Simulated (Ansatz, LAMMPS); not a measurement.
# Structural relaxation of glassy 69GeO2-31ZnO (mol %) (78 atoms)

Wanted: the relaxed structure of glassy 69GeO2-31ZnO (mol %) (78 atoms) and its electronic structure.

Program: Ansatz 0.2.0. Level of theory: Kohn-Sham DFT, r2SCAN, PAW (set soft_2), plane waves. Results are calculated unless marked as measured.

### Step 1. The structure

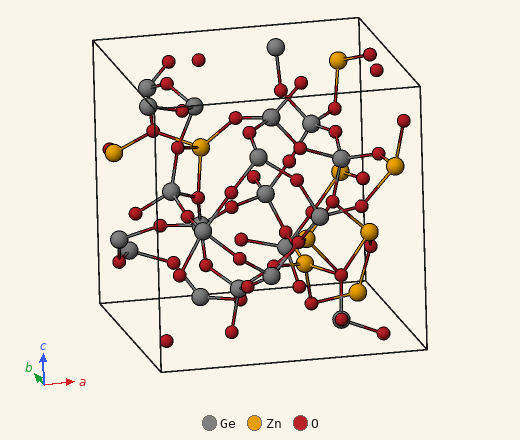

Start, viewed slightly off an axis; germanium grey, zinc orange, oxygen red. Bonds to atoms that aren't drawn are left out. Some periodic images of atoms are drawn too.

The cell holds 78 atoms: 20 Ge, 9 Zn and 49 O. Cell: a = 10.468 Å, b = 10.468 Å, c = 10.468 Å, α = 90.0°, β = 90.0°, γ = 90.0°. 78 atoms (20 Ge, 9 Zn, 49 O) placed at random at 3.98 g/cm³, melted at 4000 K for 10 ps at fixed volume with the Morse and Coulomb pair potential with partial charges (Pedone, Malavasi, Menziani, Cormack and Segre, J. Phys. Chem. B 110, 11780 (2006)). Quenched from 4000 K to 300 K at 20 K/ps and fixed volume, held 10 ps at zero pressure.

What the set-up can't give: The quench rate of 20 K/ps is orders of magnitude faster than experiment, which tends to freeze in extra defects. The network of bonds at the start is that of the classical potential that made the cell. Only the Γ point is sampled, in a cell whose shortest periodic width is 10 Å.

### Step 2. Making the structure

A classical potential supplies the starting structure, since it reaches far longer times than DFT.

This step: classical MD, Morse and Coulomb pair potential with partial charges (Pedone, Malavasi, Menziani, Cormack and Segre, J. Phys. Chem. B 110, 11780 (2006)) (LAMMPS 22 Jul 2025 - Update 4).

The input, in.lmp:

```
# melt-quench of Ge20Zn9O49
units metal
atom_style charge
boundary p p p
region box block 0 10.5614 0 10.5614 0 10.5614
create_box 3 box
mass 1 72.6300   # Ge
mass 2 65.3800   # Zn
mass 3 15.9990   # O
create_atoms 1 random 20 805973 NULL overlap 1.5 maxtry 2000
create_atoms 2 random 9 805980 NULL overlap 1.5 maxtry 2000
create_atoms 3 random 49 805987 NULL overlap 1.5 maxtry 2000
pair_style hybrid/overlay pedone 5.5 coul/long 8.0
pair_coeff * * coul/long
pair_coeff 1 3 pedone 0.158118 2.294230 2.261313 5   # Ge-O
pair_coeff 2 3 pedone 0.001221 3.150679 2.851850 1   # Zn-O
pair_coeff 3 3 pedone 0.042395 1.379316 3.618701 22   # O-O
set type 1 charge 2.4
set type 2 charge 1.2
set type 3 charge -1.2
kspace_style pppm 1.0e-4
neigh_modify delay 0 every 1 check yes
thermo_style custom step time temp pe press density
thermo_modify norm yes
timestep 0.002
thermo 100
min_style cg
minimize 1e-4 1e-4 200 2000
reset_timestep 0
velocity all create 4000 805974 mom yes dist gaussian
fix lim all nve/limit 0.05
fix lan all langevin 4000 4000 0.2 805975 zero yes
thermo 500
run 1000 post no
# [... 7 lines left out ...]
fix md all nvt temp 4000 300 0.2
run 92500 post no
unfix md
thermo 1666
fix md all npt temp 300 300 0.2 iso 0 0 2
run 5000 post no
unfix md
write_dump all custom glass.dump id type xs ys zs modify sort id
```

Command:

```
$ lmp -in in.lmp -log none -nocite
```

What it wrote:

```text
LAMMPS (22 Jul 2025 - Update 4)
Created orthogonal box = (0 0 0) to (10.5614 10.5614 10.5614)
Created 20 atoms
Created 9 atoms
Created 49 atoms
PPPM initialization ...
  G vector (1/distance) = 0.3853111
  grid = 12 12 12
  estimated relative force accuracy = 4.8971278e-05
   Step          Time           Temp          PotEng         Press         Density
         0   0              0              0.40189969     601671.03      3.9819755
        86   0.172          0             -14.428947     -33800.901      3.9819755
Loop time of 0.0708259 s on 1 core for 86 steps with 78 atoms
Minimization stats:
  Stopping criterion = energy tolerance
[... 17 lines left out ...]
[... 1 line left out ...]
Loop time of 3.24684 s on 1 core for 5000 steps with 78 atoms
   Step          Time           Temp          PotEng         Press         Density
[... 12 lines left out ...]
Loop time of 59.2721 s on 1 core for 92500 steps with 78 atoms
   Step          Time           Temp          PotEng         Press         Density
[... 1 line left out ...]
     99960   199.92         294.8028      -14.543466     -72.456633      4.1000997
    101626   203.252        261.40063     -14.548305     -3171.5925      4.078524
    103292   206.584        317.26382     -14.545227      3846.2624      4.1588589
    103500   207            255.71864     -14.544315      4887.7911      4.089194
Loop time of 4.37424 s on 1 core for 5000 steps with 78 atoms
```

Elapsed: 68 s, on 1 thread of Intel Xeon at 2.80GHz (Skylake/Cascade Lake), shared host; peak memory 0.32 GiB.

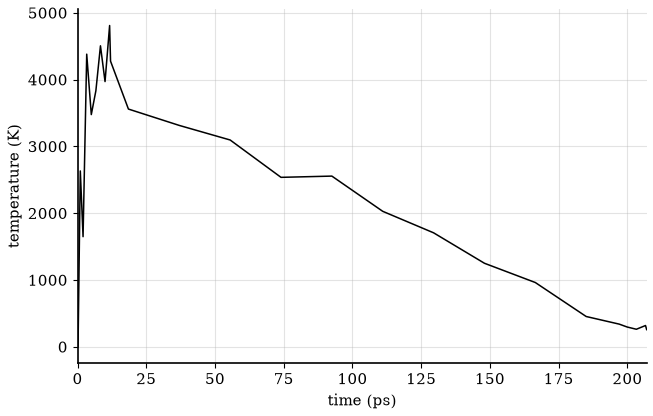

Temperature, plotted against time.

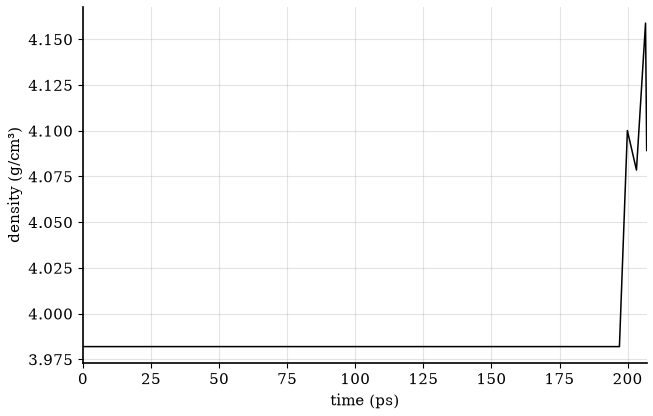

Density against time.

### Step 3. Single point at the start

A single point comes first, to see the forces before anything moves.

The input, input.yaml:

```yaml
crystal:
  lattice:
    - [10.46827, 0.0, 0.0]
    - [0.0, 10.46827, 0.0]
    - [0.0, 0.0, 10.46827]
  atoms:
    - { symbol: Ge, position: [0.43747, 0.06195, 0.31239] }
    - { symbol: Ge, position: [0.78025, 0.37304, 0.64663] }
    - { symbol: Ge, position: [0.51455, 0.34224, 0.83452] }
    - { symbol: Ge, position: [0.61642, 0.02272, 0.53251] }
    - { symbol: Ge, position: [0.17979, 0.0398, 0.51008] }
    - { symbol: Ge, position: [0.10667, 0.957, 0.20307] }
    - { symbol: Ge, position: [0.69597, 0.95819, 0.16484] }
    - { symbol: Ge, position: [0.23192, 0.36406, 0.89517] }
    - { symbol: Ge, position: [0.01252, 0.70082, 0.32003] }
    - { symbol: Ge, position: [0.13588, 0.35975, 0.58066] }
    - { symbol: Ge, position: [0.37894, 0.35341, 0.19259] }
    - { symbol: Ge, position: [0.74278, 0.27436, 0.06455] }
    - { symbol: Ge, position: [0.73837, 0.67362, 0.70445] }
    - { symbol: Ge, position: [0.28689, 0.55763, 0.3889] }
    - { symbol: Ge, position: [0.62318, 0.7204, 0.99285] }
    - { symbol: Ge, position: [0.40032, 0.06256, 0.76578] }
    - { symbol: Ge, position: [0.01268, 0.15743, 0.96736] }
    - { symbol: Ge, position: [0.35029, 0.8743, 0.02735] }
    - { symbol: Ge, position: [0.12381, 0.66291, 0.89613] }
    - { symbol: Ge, position: [0.57176, 0.72592, 0.43834] }
    - { symbol: Zn, position: [0.66593, 0.51867, 0.21978] }
    - { symbol: Zn, position: [0.62575, 0.30532, 0.37309] }
    - { symbol: Zn, position: [0.29493, 0.55477, 0.68419] }
    - { symbol: Zn, position: [0.88666, 0.40856, 0.34957] }
    - { symbol: Zn, position: [0.90386, 0.94562, 0.43687] }
    - { symbol: Zn, position: [0.91662, 0.08174, 0.6828] }
    - { symbol: Zn, position: [0.01941, 0.78314, 0.62699] }
    - { symbol: Zn, position: [0.88958, 0.87044, 0.88016] }
    - { symbol: Zn, position: [0.88013, 0.60109, 0.0705] }
    - { symbol: O, position: [0.15977, 0.66523, 0.36963] }
    - { symbol: O, position: [0.92821, 0.57998, 0.24765] }
    - { symbol: O, position: [0.16062, 0.20712, 0.5233] }
    - { symbol: O, position: [0.62564, 0.32174, 0.962] }
    - { symbol: O, position: [0.28134, 0.45838, 0.26255] }
    - { symbol: O, position: [0.25962, 0.46512, 0.51908] }
    - { symbol: O, position: [0.89713, 0.26869, 0.6832] }
    - { symbol: O, position: [0.55638, 0.12799, 0.41264] }
    - { symbol: O, position: [0.77902, 0.04723, 0.55176] }
    - { symbol: O, position: [0.9455, 0.75627, 0.45749] }
    - { symbol: O, position: [0.63471, 0.68707, 0.29744] }
    - { symbol: O, position: [0.42344, 0.63809, 0.42434] }
    - { symbol: O, position: [0.94473, 0.04403, 0.86259] }
    - { symbol: O, position: [0.40873, 0.46743, 0.80868] }
    - { symbol: O, position: [0.34898, 0.3589, 0.02857] }
    - { symbol: O, position: [0.30928, 0.01568, 0.40084] }
    - { symbol: O, position: [0.26777, 0.94007, 0.14695] }
    - { symbol: O, position: [0.37729, 0.19713, 0.24129] }
    - { symbol: O, position: [0.89836, 0.26865, 0.00016] }
    - { symbol: O, position: [0.28765, 0.0295, 0.65036] }
    - { symbol: O, position: [0.0369, 0.06012, 0.10015] }
    - { symbol: O, position: [0.38972, 0.97705, 0.89699] }
    - { symbol: O, position: [0.97081, 0.69807, 0.94096] }
    - { symbol: O, position: [0.70172, 0.58644, 0.04792] }
    - { symbol: O, position: [0.79306, 0.9418, 0.29354] }
    - { symbol: O, position: [0.52362, 0.40494, 0.25172] }
    - { symbol: O, position: [0.65402, 0.68262, 0.56639] }
    - { symbol: O, position: [0.01349, 0.42008, 0.49197] }
    - { symbol: O, position: [0.71719, 0.85103, 0.04098] }
    - { symbol: O, position: [0.85408, 0.79042, 0.72181] }
    - { symbol: O, position: [0.56502, 0.88877, 0.46127] }
    - { symbol: O, position: [0.47639, 0.76681, 0.03497] }
    - { symbol: O, position: [0.04449, 0.96771, 0.59031] }
    - { symbol: O, position: [0.16441, 0.51207, 0.9484] }
    - { symbol: O, position: [0.17005, 0.3835, 0.73842] }
    - { symbol: O, position: [0.79465, 0.52404, 0.70864] }
    - { symbol: O, position: [0.40332, 0.21794, 0.81865] }
    - { symbol: O, position: [0.14356, 0.67067, 0.72907] }
    - { symbol: O, position: [0.538, 0.04223, 0.67244] }
    - { symbol: O, position: [0.08116, 0.00799, 0.35894] }
    - { symbol: O, position: [0.62006, 0.34184, 0.709] }
    - { symbol: O, position: [0.63515, 0.70791, 0.83084] }
    - { symbol: O, position: [0.23162, 0.77382, 0.95736] }
    - { symbol: O, position: [0.76269, 0.34616, 0.2132] }
    - { symbol: O, position: [0.15384, 0.22074, 0.92262] }
    - { symbol: O, position: [0.53173, 0.97694, 0.20314] }
    - { symbol: O, position: [0.03464, 0.8098, 0.20486] }
    - { symbol: O, position: [0.70802, 0.11592, 0.10936] }
    - { symbol: O, position: [0.74489, 0.37982, 0.48488] }
kpoints:
  mp_grid: { grid: [1, 1, 1] }
hamiltonian:
  xc: r2scan
scf:
  occupations: { method: fixed }
output:
  forces: true
  stress: true
  populations: intrinsic
  dos:
    method: { smearing: { sigma: 0.15 } }
    de: 0.1
    projected: { site_lists: { Ge: [Ge], O: [O], Zn: [Zn] } }
  eigenvalues: true
```

Command:

```
$ ansatz run input.yaml --threads 4 --pin off --max-ram 8192MiB --backend cpu --events-out ev --progress --plain --runs-dir out
```

What it wrote:

```text
Engine: ansatz 0.2.0, aarch64-unknown-linux-gnu
Pseudopotentials: kind: paw
Pseudopotential: Ge, paw, valence charge 14, recommended cutoff 500 eV (meta_gga), Ge.paw.azcp
Pseudopotential: Zn, paw, valence charge 12, recommended cutoff 500 eV (meta_gga), Zn.paw.azcp
Pseudopotential: O, paw, valence charge 6, recommended cutoff 500 eV (meta_gga), O.paw.azcp
[... 6 lines on functional and potentials left out ...]
Crystal: 78 atoms, lattice volume = 1147.162 Å³
Basis set: ecut = 500 eV, 29039 PW (Γ), exchange–correlation on 320×320×320 points (64 copies of the dense FFT grid, shifted against one another)
Bands: 419, of which v1, the nominal top of the filled ones, is band 341 counted from 1 (340 counted from 0)
Symmetry: 1 space group operations
Space group: P1 (ITA 1), of the structure as read, at distance tolerance 1.0e-4 Å
k-points: 1
[... 10 lines on functional and potentials left out ...]
Initial density: superposition of atomic densities (neutral atoms: chi_scale 0, normalization atom), corrected by the library's trained network
Initial wavefunctions: pseudopotential atomic-orbital guess
Functional: x = r2scan, c = r2scan; τ floored in thin density (d = 2e-4 eV/Å³)
SCF iter   1: F=—  HF=-143841.541979 eV  |F-HF|=—  |Δ(HF+E_count)|=         —  Δρ=1.24e-2  dr2=1.01e0  dr2_τ=4.01e0  ethr=1.77e-3  ⟨swp⟩=5.0  Hψ=1405  notcnv=0  defer=75
preconditioner: auto → Resta (q_TF=auto, 2.502 Å⁻¹)  ε∞=3.0  [insulator: Δε(μ)=2.106 eV  Ē_g=20.141 eV  n_scr=304 (ndim 8)  ℏωp=28.6 eV  f_vac=0.237  ε∞_Penn≈3.0]
SCF iter   2: F=—  HF=-143842.411798 eV  |F-HF|=—  |Δ(HF+E_count)|=   8.70e-1  Δρ=4.99e-3  dr2=1.57e-1  dr2_τ=1.49e-2  ethr=1.49e-4  ⟨swp⟩=2.0  Hψ=727  notcnv=0  defer=74
SCF iter   3: F=—  HF=-143842.403978 eV  |F-HF|=—  |Δ(HF+E_count)|=   7.82e-3  Δρ=3.22e-3  dr2=5.68e-2  dr2_τ=2.75e-3  ethr=2.30e-5  ⟨swp⟩=2.0  Hψ=529  notcnv=0  defer=76
SCF iter   4: F=—  HF=-143842.400675 eV  |F-HF|=—  |Δ(HF+E_count)|=   3.30e-3  Δρ=5.90e-4  dr2=3.65e-3  dr2_τ=6.27e-4  ethr=8.33e-6  ⟨swp⟩=2.0  Hψ=526  notcnv=0  defer=76
SCF iter   5: F=—  HF=-143842.400194 eV  |F-HF|=—  |Δ(HF+E_count)|=   4.81e-4  Δρ=1.97e-4  dr2=4.09e-4  dr2_τ=3.27e-5  ethr=5.36e-7  ⟨swp⟩=2.0  Hψ=624  notcnv=0  defer=76
SCF iter   6: F=—  HF=-143842.400525 eV  |F-HF|=—  |Δ(HF+E_count)|=   3.31e-4  Δρ=1.38e-4  dr2=1.88e-4  dr2_τ=2.16e-5  ethr=6.00e-8  ⟨swp⟩=2.0  Hψ=590  notcnv=0  defer=70
SCF iter   7: F=—  HF=-143842.400514 eV  |F-HF|=—  |Δ(HF+E_count)|=   1.16e-5  Δρ=3.18e-5  dr2=1.17e-5  dr2_τ=5.63e-7  ethr=2.76e-8  ⟨swp⟩=2.0  Hψ=594  notcnv=0  defer=70
SCF iter   8: F=—  HF=-143842.400449 eV  |F-HF|=—  |Δ(HF+E_count)|=   6.50e-5  Δρ=1.75e-5  dr2=3.17e-6  dr2_τ=1.85e-7  ethr=1.72e-9  ⟨swp⟩=2.0  Hψ=696  notcnv=0  defer=70
SCF iter   9: F=—  HF=-143842.400450 eV  |F-HF|=—  |Δ(HF+E_count)|=   1.23e-6  Δρ=8.59e-6  dr2=7.84e-7  dr2_τ=2.16e-8  ethr=4.65e-10  ⟨swp⟩=2.0  Hψ=552  notcnv=0  defer=70
SCF iter  10: F=-143842.400451 eV  HF=-143842.400450 eV  |F-HF|=6.27e-8  |Δ(HF+E_count)|=   4.66e-7  Δρ=2.32e-6  dr2=6.91e-8  dr2_τ=3.21e-9  ethr=1.47e-11  ⟨swp⟩=10.0  Hψ=2187  notcnv=0
SCF 1 converged in 10 iterations: F = -143842.400451 eV  dr2 = 6.91e-8
  greatest PAW one-centre occupation: 0.999 electrons in one spin orbital (limit 2), on the Ge atom at site 4 (counted from 0), in its partial waves of l = 2
SCF converged after 10 iterations
Free energy (F): -143842.400451 eV
Harris-Foulkes:  -143842.400450 eV  (|F-HF|=6.27e-8)
Internal energy: -143842.400451 eV  (E = F + TS)
E sigma→0 (E₀):  -143842.400451 eV
Fermi energy:    4.004376 eV
--- Per-component energies (eV) ---
  E_band       = -5669.115826
  E_kinetic    = 12056.889025
  E_local      = -102288.180634  (includes V_loc(G=0)·N_el)
  E_nonlocal   = 16526.119700
  E_hartree    = 43459.878822
  E_xc         = -6038.484686
  E_vxc        = -6952.773126  (∫ρ·V_xc dr)
  E_paw        = -65393.095817  (= ΣΔE_a)
  E_vpaw       = -12369.659581  (= ΣTr[D̂ρ^β])
  E_aug_tail   = 0.050882  (compensation charges beyond the density's cutoff)
  E_vtau       = 438.702821  (kinetic-family band-sum trace: ∫τ·v_τ [+ j·A + Jᵃ·Aᵃ] dr)
  E_ewald      = -42140.653754
  E_core_change = -24.923989  (= ΣΔE_core)
  E_smearing   = -0.000000  (= −TS)
  E_closure    = 0.000000  (closes the sum)
  Σ components = -143842.400451   (vs F -143842.400451, Δ=0.00e0)
--- Forces (eV/Å), atoms counted from 1 ---
  atom   1  Ge    -0.14482014    -0.24655986    -0.54625002
  atom   2  Ge    -1.53639176    -1.07123763     0.55939646
  atom   3  Ge     1.39247168    -0.04934679    -0.34160022
  atom   4  Ge     1.42596993     0.99887494     0.76939302
  atom   5  Ge     1.40775087     1.47275203     0.60755588
  atom   6  Ge     1.22542327     0.15448739     0.50332070
  atom   7  Ge     0.12555116     2.08163136     2.44061038
  atom   8  Ge     1.66854944     1.57448532     1.25876724
  atom   9  Ge    -1.09308189    -0.74623114     1.25924249
  atom  10  Ge    -1.70769507    -1.73043673    -2.25889744
  atom  11  Ge     0.87719926    -1.38805591    -1.99413503
  atom  12  Ge     0.41726741    -3.16628611    -0.10420276
  atom  13  Ge    -0.65835575     0.61388857     0.33880668
  atom  14  Ge    -0.92184285     2.04831096    -1.05756427
[...]
atom  77  O      0.39080517     0.76571854    -0.90736213
  atom  78  O     -0.00239430     0.17601416    -2.01848272
  max |Σ_I F_I| component: 8.92e-5 eV/Å
--- Stress (GPa, compression-positive) ---
        0.174472       0.312793      -0.714931
        0.312792       1.761144      -0.355382
       -0.714934      -0.355383       1.751257
  P = ⅓ Tr σ = 1.2290 GPa (12.290 kbar)
--- Band table (eV) ---
  k-point 0: bands = ["-21.6302", "-21.5525", "-21.5305", "-21.4969", [... 403 levels ...], "13.7333", "13.7994", "13.8686", "13.9036", "13.9445", "14.0583", "14.0777", "14.1563", "14.1837", "14.2475", "14.2606", "14.3283"]
--- intrinsic populations: 78 sites ---
  site symbol       q [e]
     0     Ge     12.3317
     1     Ge     12.3584
     2     Ge     12.3363
[...]
77      O      7.1547
  spilling = -0.000000 (of n_electrons = 682.000000)
```

The job ended after 50 s (4 threads of Arm Neoverse V2, shared host; peak memory 3.4 GiB).

The run gave:

| Item | Value |
| --- | --- |
| free energy | -143842.4005 eV |
| free energy per atom | -1844.1333 eV/atom |
| SCF cycles | 10 |
| pressure | 1.229 GPa |
| r.m.s. force component | 1.076 eV/Å |
| longest force | 3.951 eV/Å |
| Fermi energy | 4.004 eV |
| gap (highest filled to lowest empty level) | 1.923 eV |

The r.m.s. force component of 1.1 eV/Å and the pressure of 1.2 GPa set the starting point.

Neighbours are counted within 2.12 Å (O-Ge), 2.43 Å (O-Zn).

Length of the force by element and coordination:

```tsv
element	coordination	atoms	mean length of the force (eV/Å)	spread	least	most
Ge	all	20	2.21	0.936	0.617	3.92
Ge	4	19	2.22	0.960	0.617	3.92
Ge	5	1	2.13	0	2.13	2.13
O	all	49	1.51	0.789	0.221	3.95
O	2	33	1.55	0.836	0.221	3.95
O	3	14	1.44	0.667	0.672	2.88
O	4	2	1.19	0.650	0.543	1.84
Zn	all	9	1.17	0.381	0.544	1.78
Zn	3	2	1.18	0.119	1.06	1.30
Zn	4	6	1.26	0.373	0.886	1.78
Zn	5	1	0.544	0	0.544	0.544
```

(Part 1 of 3 ends here.)

[Logs are printed without paths, hosts, clocks, repeated set-up lines and the standing remarks that a program may print on its own settings, such as how far it seeks lower states.]

[Hosts, paths, dates, database ids (printed as entryN), source tags and the programs' standing remarks are cut or masked in the printed files.]
